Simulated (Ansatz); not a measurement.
# ZrN$_{4}$H$_{9}$F: geometry relaxation (part 2 of 3)

The same run, continued: ZrN$_{4}$H$_{9}$F; RKS PBE/def2-SVP (Ansatz 0.2.0). The input holds or restrains some coordinates. It belongs to a series of runs on one base structure; here: pulled along the bonds that form and break, towards end B.

Geometry of the input (Å):
```
Zr 0.0000  0.0000  0.0000
F  0.0000  0.0000  2.3300
N  2.0840  0.0000  -0.7359
H  2.5823  -0.9180  -0.9166
H  2.5853  0.9180  -0.9082
N  -1.0409  1.8034  -0.7359
H  -2.0610  1.7482  -1.0186
H  -0.5204  2.7241  -0.8065
N  -1.0409  -1.8034  -0.7359
H  -1.5759  -2.4197  -0.0595
H  -1.0055  -2.0526  -1.7656
N  -2.3820  0.0000  0.7915
H  -3.1020  -0.6071  0.3052
H  -2.6678  0.6071  1.6120
H  -1.3611  0.0000  1.9863
```

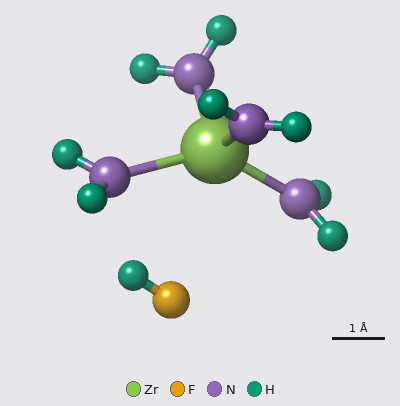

Fig. 1: The geometry at step 10 of the log (ball-and-stick view, seen at a tilt).

### Trajectory as extended XYZ, continued
```
15
Properties=species:S:1:pos:R:3:forces:R:3 step=3 energy=-10089.40367
Zr   -0.1886    0.0059   -0.2797   -0.1796   0.0324   1.3240
F    -0.1456    0.0006    2.6034   -0.6209   0.1121  -1.0669
N     2.0270    0.0010   -0.7286   -1.7363   0.0150   0.1147
H     2.5752   -0.8791   -0.9125   -0.2203   1.1464   0.1374
H     2.5801    0.8797   -0.9036   -0.1652  -1.1289   0.1709
N    -1.0141    1.7953   -0.7498    0.4726   0.4168  -0.7016
H    -2.0283    1.7640   -1.0033    0.8569   0.5290   0.4849
H    -0.5374    2.7143   -0.8200   -0.4339  -0.1796  -0.4287
N    -1.0145   -1.7973   -0.7442    0.5062  -0.3307  -0.3469
H    -1.5658   -2.4017   -0.0919    0.2303   0.4975  -0.9941
H    -1.0109   -2.0662   -1.7448   -0.1940  -0.4976   0.4306
N    -2.3572    0.0497    0.6200    0.9101   0.6784   2.4706
H    -3.0944   -0.6171    0.3295    0.2763  -0.1266   0.7095
H    -2.6724    0.5800    1.5369    0.0703  -0.8311  -2.2417
H    -1.0589   -0.0290    2.2309    0.2275  -0.3331  -0.0626
15
Properties=species:S:1:pos:R:3:forces:R:3 step=4 energy=-10089.89965
Zr   -0.2479    0.0130   -0.3362    0.1167  -0.1023   1.0844
F    -0.1512    0.0042    2.7665    1.9055   0.2215   0.2485
N     1.9048    0.0036   -0.7529   -0.6665   0.0632   0.0978
H     2.5155   -0.8350   -0.8839   -0.4018   0.5608   0.1276
H     2.5269    0.8377   -0.8678   -0.3706  -0.5774   0.1585
N    -0.9716    1.8308   -0.8420   -0.1759   0.2778  -0.3899
H    -2.0081    1.8324   -0.9531    0.7707   0.4442   0.1914
H    -0.5280    2.7550   -0.8829   -0.1693   0.1211  -0.4205
N    -0.9627   -1.8385   -0.7878    0.3514  -0.2600  -0.3260
H    -1.5823   -2.3792   -0.1570    0.0902   0.2281  -0.6446
H    -1.0132   -2.1247   -1.7725   -0.1518  -0.4841   0.0286
N    -2.2828    0.0084    0.6004    0.1110   0.5995   2.0842
H    -3.0445   -0.6540    0.3767    0.3504  -0.1693   0.3410
H    -2.6673    0.5977    1.4225    0.4049  -0.5741  -1.5616
H    -0.9935   -0.0514    2.4121   -2.1648  -0.3490  -1.0193
15
Properties=species:S:1:pos:R:3:forces:R:3 step=5 energy=-10090.45420
Zr   -0.2848    0.0123   -0.3251   -0.4446  -0.0238   0.8734
F    -0.1005    0.0339    2.8257    0.5576   0.1151  -0.2385
N     1.7991    0.0126   -0.7229    0.1176   0.0972   0.0198
H     2.4175   -0.8136   -0.8512   -0.3507   0.2628   0.1088
H     2.4412    0.8275   -0.8169   -0.3352  -0.2975   0.1433
N    -0.9346    1.8662   -0.8932   -0.2136  -0.0213  -0.1011
H    -1.9740    1.9213   -0.9205    0.6921   0.3424  -0.0363
H    -0.4719    2.7751   -1.0311   -0.2297  -0.0968  -0.2833
N    -0.9127   -1.8725   -0.8628    0.1862   0.0864  -0.1684
H    -1.6015   -2.3645   -0.2660    0.1384   0.0943  -0.5005
H    -0.9656   -2.1857   -1.8386   -0.1059  -0.3437   0.0163
N    -2.2455   -0.0315    0.6899   -0.3520   1.1790   1.7426
H    -2.9674   -0.7557    0.5204    0.2807   0.1253   0.3002
H    -2.7327    0.7218    1.3139    0.8815  -1.3628  -1.3063
H    -0.9725   -0.1472    2.5209   -0.8224  -0.1567  -0.5699
15
Properties=species:S:1:pos:R:3:forces:R:3 step=6 energy=-10090.69728
Zr   -0.3373    0.0239   -0.3191   -0.5774  -0.1318   0.8411
F    -0.0272   -0.0619    2.8274    0.4935   0.0853  -0.2230
N     1.7455    0.0244   -0.6696    0.2458   0.1524   0.0869
H     2.3667   -0.8034   -0.7634   -0.3518   0.2386   0.0708
H     2.3985    0.8354   -0.7076   -0.3545  -0.2950   0.1152
N    -0.9534    1.8752   -0.9385   -0.0925   0.3039  -0.3481
H    -1.9879    1.9686   -1.0239    0.6982   0.2543   0.0014
H    -0.4553    2.7397   -1.2273   -0.3953  -0.4274  -0.0872
N    -0.9242   -1.8484   -0.9417    0.0899   0.0034  -0.2306
H    -1.5896   -2.4131   -0.3810    0.1814   0.1863  -0.4735
H    -0.8797   -2.1894   -1.9130   -0.1003  -0.1999   0.1908
N    -2.2503   -0.0059    0.7717   -0.2351   1.1024   1.5988
H    -2.9828   -0.7365    0.6857    0.3543   0.1677   0.1903
H    -2.7055    0.7742    1.3782    0.8135  -1.3481  -1.1891
H    -0.9236   -0.1828    2.5642   -0.7697  -0.0920  -0.5440
15
Properties=species:S:1:pos:R:3:forces:R:3 step=7 energy=-10090.93581
Zr   -0.3977    0.0258   -0.2990   -0.5218  -0.1196   0.6981
F     0.0497   -0.0828    2.8392    0.5525   0.0794  -0.1701
N     1.6897    0.0422   -0.5748    0.2843   0.1440  -0.0735
H     2.3017   -0.7850   -0.7225   -0.3590   0.2416   0.1310
H     2.3449    0.8509   -0.6109   -0.3634  -0.2891   0.1827
N    -0.9458    1.8608   -1.0364   -0.1310   0.6349  -0.3651
H    -1.9766    2.0442   -1.0605    0.8425   0.0674  -0.0954
H    -0.4137    2.6858   -1.4079   -0.5846  -0.7746   0.1571
N    -0.9335   -1.8277   -1.0155    0.0111  -0.2164  -0.4332
H    -1.6188   -2.4243   -0.5092    0.2784   0.2701  -0.4319
H    -0.7987   -2.1934   -1.9782   -0.1428   0.0208   0.4754
N    -2.2487   -0.0093    0.8800   -0.1890   0.9621   1.0966
H    -2.9745   -0.7517    0.8368    0.3860   0.2016   0.0994
H    -2.7343    0.8076    1.3817    0.8041  -1.1889  -0.7443
H    -0.8496   -0.2434    2.6196   -0.8672  -0.0335  -0.5268
15
Properties=species:S:1:pos:R:3:forces:R:3 step=8 energy=-10091.12727
Zr   -0.4606    0.0256   -0.3212   -0.4715  -0.1041   0.7060
F     0.1782   -0.1204    2.7879    0.4648   0.0533  -0.1251
N     1.6326    0.0557   -0.4519    0.3262   0.1653  -0.1191
H     2.2468   -0.7725   -0.5815   -0.3651   0.2423   0.1002
H     2.2915    0.8618   -0.4189   -0.4120  -0.3164   0.1848
N    -0.9664    1.8370   -1.1439   -0.1629   0.7260  -0.4435
H    -1.9929    2.0491   -1.1983    0.8908  -0.0049  -0.0577
H    -0.4144    2.6372   -1.5478   -0.6336  -0.8598   0.2578
N    -0.9612   -1.8043   -1.1147   -0.0290  -0.3149  -0.5113
H    -1.6460   -2.4274   -0.6384    0.3213   0.2992  -0.3725
H    -0.7959   -2.1627   -2.0790   -0.1761   0.1228   0.5822
N    -2.2312    0.0005    0.9687   -0.0320   0.7647   0.8513
H    -2.9513   -0.7500    0.9808    0.4191   0.2365   0.0404
H    -2.6955    0.8215    1.4650    0.6802  -1.0068  -0.6229
H    -0.7396   -0.2511    2.6353   -0.8200  -0.0031  -0.4705
15
Properties=species:S:1:pos:R:3:forces:R:3 step=9 energy=-10091.29874
Zr   -0.5061    0.0168   -0.3254   -0.4370  -0.0373   0.6689
F     0.2364   -0.1406    2.7565    0.4519   0.0234  -0.0871
N     1.5801    0.0773   -0.4364    0.6303   0.5029   0.2562
H     2.1959   -0.7532   -0.5302   -0.3146   0.2371  -0.0013
H     2.2399    0.8729   -0.2293   -0.6967  -0.6780  -0.0549
N    -0.9678    1.7999   -1.2257   -0.2752   0.5344  -0.2975
H    -1.9798    2.0666   -1.2538    0.7552  -0.0693  -0.0801
H    -0.4004    2.5510   -1.6761   -0.4480  -0.6074   0.1967
N    -0.9657   -1.7875   -1.1872   -0.0379  -0.2691  -0.4399
H    -1.6468   -2.4277   -0.7346    0.2631   0.2152  -0.2639
H    -0.7994   -2.1205   -2.1567   -0.1536   0.1119   0.4607
N    -2.2105    0.0148    1.0510    0.2972   0.3394   0.4311
H    -2.9077   -0.7516    1.1048    0.3136   0.1745  -0.0104
H    -2.6800    0.8322    1.5062    0.4307  -0.5197  -0.2958
H    -0.6940   -0.2505    2.6792   -0.7791   0.0419  -0.4826
15
Properties=species:S:1:pos:R:3:forces:R:3 step=10 energy=-10091.39685
Zr   -0.5592    0.0119   -0.3409   -0.3327  -0.0223   0.7255
F     0.3721   -0.1753    2.6946    0.2001  -0.0122  -0.0216
N     1.5235    0.0802   -0.2917    0.6471   0.6095   0.0562
H     2.1443   -0.7411   -0.4197   -0.3058   0.2236   0.0093
H     2.1755    0.8734   -0.0410   -0.8013  -0.7770  -0.0649
N    -0.9915    1.7720   -1.3008   -0.2518   0.4275  -0.2604
H    -1.9961    2.0572   -1.3453    0.6722  -0.0873  -0.0704
H    -0.4127    2.4957   -1.7741   -0.3789  -0.5076   0.2009
N    -0.9835   -1.7715   -1.2654   -0.0443  -0.1978  -0.3320
H    -1.6459   -2.4371   -0.8240    0.2486   0.1745  -0.2065
H    -0.8208   -2.0810   -2.2414   -0.1414   0.1136   0.3960
N    -2.1989    0.0335    1.1115    0.4749   0.1901   0.1767
H    -2.8873   -0.7380    1.1985    0.3106   0.1971  -0.0193
H    -2.6589    0.8583    1.5511    0.3471  -0.3991  -0.2023
H    -0.5664   -0.2382    2.6311   -0.6443   0.0673  -0.3873
15
Properties=species:S:1:pos:R:3:forces:R:3 step=11 energy=-10091.49972
Zr   -0.5792    0.0077   -0.3334   -0.5755  -0.0102   0.5109
F     0.3867   -0.2042    2.6853    0.5405  -0.0130   0.0096
N     1.4811    0.1088   -0.3010    0.9107   0.7123   0.5609
H     2.0979   -0.7091   -0.4433   -0.1729   0.1681  -0.0575
H     2.1002    0.8511    0.1373   -0.8014  -0.8465  -0.4066
N    -0.9865    1.7490   -1.3328   -0.2508   0.1517  -0.1721
H    -1.9795    2.0443   -1.4031    0.3997  -0.0341  -0.0453
H    -0.4039    2.4096   -1.8703   -0.1632  -0.2562   0.1163
N    -0.9772   -1.7534   -1.3108   -0.0174  -0.0445  -0.1558
H    -1.5994   -2.4497   -0.8671    0.1540   0.0635  -0.1310
H    -0.8495   -2.0244   -2.2976   -0.0939   0.0563   0.2036
N    -2.1811    0.0534    1.1467    0.6577   0.0948   0.1339
H    -2.8472   -0.7262    1.2742    0.1540   0.1038  -0.0233
H    -2.6192    0.8734    1.6016    0.1980  -0.2137  -0.1221
H    -0.5493   -0.2303    2.6567   -0.9395   0.0677  -0.4215
15
Properties=species:S:1:pos:R:3:forces:R:3 step=12 energy=-10091.60834
Zr   -0.6130   -0.0079   -0.3232   -0.5452   0.0791   0.5694
F     0.4128   -0.3126    2.6714    0.4656  -0.0764   0.0520
N     1.4379    0.1373   -0.2154    0.4830   0.2231   0.2036
H     2.0714   -0.6293   -0.5030   -0.1778   0.2496   0.0370
H     2.0176    0.8219    0.3165   -0.3835  -0.4398  -0.2247
N    -1.0169    1.6867   -1.3970   -0.1134   0.0621  -0.1479
H    -1.9878    2.0291   -1.4835    0.1985  -0.0475  -0.0342
H    -0.4042    2.2913   -1.9604   -0.0768  -0.1380   0.1017
N    -0.9577   -1.7415   -1.3676   -0.1100  -0.0918  -0.0713
H    -1.4590   -2.5299   -0.9217    0.1889   0.1130  -0.1389
H    -0.9081   -1.9318   -2.3799   -0.0770   0.0418   0.2115
N    -2.1671    0.1226    1.2056    0.8234  -0.0786  -0.0482
H    -2.8489   -0.6345    1.3676    0.0726   0.0815  -0.0283
H    -2.5590    0.9652    1.6532    0.1184  -0.1230  -0.0694
H    -0.5239   -0.2665    2.6797   -0.8667   0.1449  -0.4123
15
Properties=species:S:1:pos:R:3:forces:R:3 step=13 energy=-10091.66815
Zr   -0.6253   -0.0056   -0.3132   -0.5252   0.2028   0.5004
F     0.4271   -0.5108    2.6495    0.1591  -0.0974   0.0342
N     1.4185    0.1914   -0.1800    0.2890   0.0533   0.1147
H     2.0729   -0.5422   -0.5034   -0.1608   0.2481   0.0716
H     1.9614    0.8499    0.4086   -0.2060  -0.2816  -0.1683
N    -1.0300    1.6465   -1.4508   -0.0757   0.0040  -0.1052
H    -1.9929    1.9978   -1.5627    0.1271  -0.0395  -0.0308
H    -0.3966    2.2422   -1.9987   -0.0536  -0.1085   0.0828
N    -0.9597   -1.7387   -1.3586   -0.1458  -0.1836  -0.0459
H    -1.3687   -2.5757   -0.9030    0.2105   0.1934  -0.1715
H    -0.9714   -1.8951   -2.3781   -0.0634   0.0224   0.2287
N    -2.1653    0.1835    1.2220    0.9424  -0.1658  -0.0667
H    -2.8664   -0.5530    1.3932    0.0606   0.0797  -0.0150
H    -2.5119    1.0338    1.6886    0.0751  -0.0898  -0.0640
H    -0.4976   -0.3240    2.6290   -0.6333   0.1624  -0.3651
15
Properties=species:S:1:pos:R:3:forces:R:3 step=14 energy=-10091.71338
Zr   -0.6332    0.0178   -0.3144   -0.5158   0.1323   0.5752
F     0.3867   -0.7002    2.6230   -0.6109   0.1747   0.0893
N     1.4061    0.2307   -0.1567    0.0844  -0.1292  -0.0773
H     2.0700   -0.4666   -0.5335   -0.1390   0.2167   0.0985
H     1.9294    0.8434    0.4818    0.0016  -0.0549   0.0072
N    -1.0456    1.6166   -1.5190   -0.0511  -0.0454  -0.0442
H    -2.0010    1.9738   -1.6547    0.0519  -0.0186  -0.0380
H    -0.3932    2.2086   -2.0446   -0.0177  -0.0410   0.0338
N    -0.9750   -1.7149   -1.3559   -0.2122  -0.6545   0.1941
H    -1.2121   -2.6209   -0.8774    0.2761   0.7138  -0.4568
H    -1.0638   -1.8513   -2.3753   -0.0552  -0.0172   0.2895
N    -2.1362    0.2273    1.2555    0.9309  -0.1754  -0.1178
H    -2.8572   -0.4900    1.4205    0.0455   0.0595  -0.0048
H    -2.4687    1.0892    1.7080    0.0375  -0.0362  -0.0505
H    -0.5121   -0.3633    2.6849    0.1739  -0.1247  -0.4984
15
Properties=species:S:1:pos:R:3:forces:R:3 step=15 energy=-10091.79014
Zr   -0.6391    0.0407   -0.3132   -0.4713   0.1410   0.6413
F     0.3560   -0.8902    2.5688    0.0829  -0.1283   0.0221
N     1.3897    0.2944   -0.1079    0.0716  -0.0431  -0.0576
H     2.0756   -0.3468   -0.5352   -0.0972   0.1066   0.0743
H     1.8975    0.8647    0.5808   -0.0283  -0.0301  -0.0094
N    -1.0622    1.5676   -1.6000   -0.0276  -0.0162  -0.0068
H    -2.0171    1.9107   -1.7644    0.0181   0.0026  -0.0475
H    -0.3993    2.1851   -2.0805   -0.0277  -0.0313  -0.0029
N    -0.9764   -1.7081   -1.3256   -0.1207  -0.3269   0.0922
H    -1.1013   -2.6236   -0.8507    0.1366   0.3364  -0.2029
H    -1.1554   -1.8426   -2.3296   -0.0190  -0.0002   0.1335
N    -2.1119    0.2855    1.2789    0.9457  -0.2760  -0.1883
H    -2.8830   -0.3789    1.4371    0.0544   0.0688  -0.0086
H    -2.3677    1.1598    1.7566    0.0092  -0.0314  -0.0441
H    -0.5114   -0.5183    2.6273   -0.5266   0.2278  -0.3952
15
Properties=species:S:1:pos:R:3:forces:R:3 step=16 energy=-10091.83295
Zr   -0.6352    0.0620   -0.3095   -0.5299   0.2563   0.6446
F     0.3042   -1.0756    2.5145    0.2306  -0.2683  -0.0429
N     1.3839    0.3456   -0.0817    0.0722  -0.0238  -0.0455
H     2.0837   -0.2767   -0.5112   -0.0605   0.0604   0.0509
H     1.8744    0.9060    0.6264   -0.0134   0.0042   0.0020
N    -1.0835    1.5453   -1.6410   -0.0072  -0.0367   0.0091
H    -2.0374    1.8710   -1.8425    0.0229  -0.0124  -0.0188
H    -0.4175    2.1532   -2.1295   -0.0198  -0.0140  -0.0080
N    -0.9701   -1.6988   -1.2999   -0.0983  -0.2427   0.0606
H    -0.9985   -2.6201   -0.8292    0.0845   0.2084  -0.1417
H    -1.2206   -1.8352   -2.2879    0.0071  -0.0057   0.1236
N    -2.0724    0.3553    1.3064    0.9011  -0.4580  -0.2760
H    -2.8399   -0.3030    1.5021    0.0105   0.0817  -0.0294
H    -2.3293    1.2518    1.7386    0.0369  -0.0196  -0.0002
H    -0.5478   -0.6810    2.5866   -0.6367   0.4703  -0.3281
15
Properties=species:S:1:pos:R:3:forces:R:3 step=17 energy=-10091.86013 accepted=F
Zr   -0.6301    0.0830   -0.2997   -0.6859  -0.0116   0.5545
F     0.2351   -1.2498    2.4600   -0.6406   0.4946   0.0558
N     1.3875    0.3741   -0.0793    0.0587   0.0188   0.0725
H     2.0855   -0.2604   -0.4891   -0.0079   0.0149   0.0150
H     1.8734    0.9309    0.6346    0.0174   0.0330  -0.0085
N    -1.0912    1.5396   -1.6533   -0.0258   0.0015  -0.0106
H    -2.0455    1.8556   -1.8684    0.0188  -0.0176  -0.0057
H    -0.4281    2.1392   -2.1557   -0.0064  -0.0094  -0.0112
N    -0.9993   -1.6884   -1.2664    0.0484  -0.0823   0.0818
H    -0.9125   -2.6144   -0.8196    0.0372   0.1309  -0.0333
H    -1.2443   -1.8363   -2.2517   -0.0379   0.0161   0.0265
N    -2.0703    0.3627    1.3144    0.9793  -0.2924  -0.2351
H    -2.8678   -0.2661    1.4856    0.0833   0.0454  -0.0014
H    -2.2975    1.2623    1.7570   -0.0065  -0.0025  -0.0123
H    -0.5008   -0.6321    2.5738    0.1680  -0.3394  -0.4880
```
